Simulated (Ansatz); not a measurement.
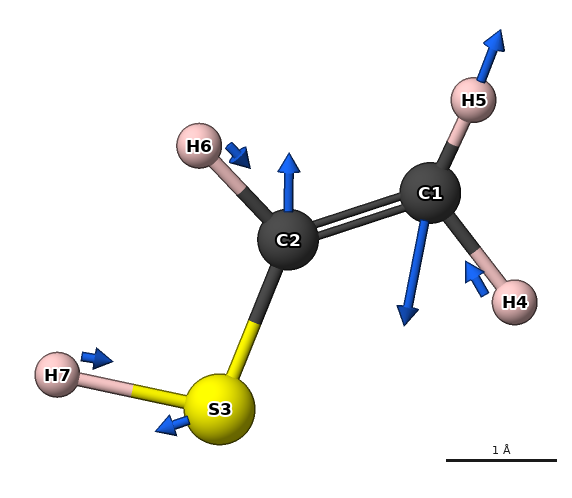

Arrows show the forces on the atoms, 0.1 Å of arrow for 1 eV/Å; forces under a tenth of the largest aren't drawn. Level of theory: PBE0-D4/def2-TZVPP (Ansatz 0.2.0).

On which atom is the force largest, and how large is it?

Answer. On C1: 9.96 eV/Å.

Along which bond is the force strongest?

Answer. C1–H5, now 0.972 Å: the forces push its atoms apart, so a first step downhill lengthens it.

List the force components in the frame of the picture (x right, y up, z towards the viewer), in eV/Å.

```json
{"atom": "C1", "Fx": "−1.91", "Fy": "−9.73", "Fz": "−0.96"}
{"atom": "C2", "Fx": "0.06", "Fy": "5.47", "Fz": "0.69"}
{"atom": "S3", "Fx": "−3.14", "Fy": "−1.08", "Fz": "−0.12"}
{"atom": "H4", "Fx": "−1.83", "Fy": "3.19", "Fz": "0.02"}
{"atom": "H5", "Fx": "1.85", "Fy": "4.79", "Fz": "1.25"}
{"atom": "H6", "Fx": "2.01", "Fy": "−2.16", "Fz": "−0.81"}
{"atom": "H7", "Fx": "2.96", "Fy": "−0.49", "Fz": "−0.08"}
```
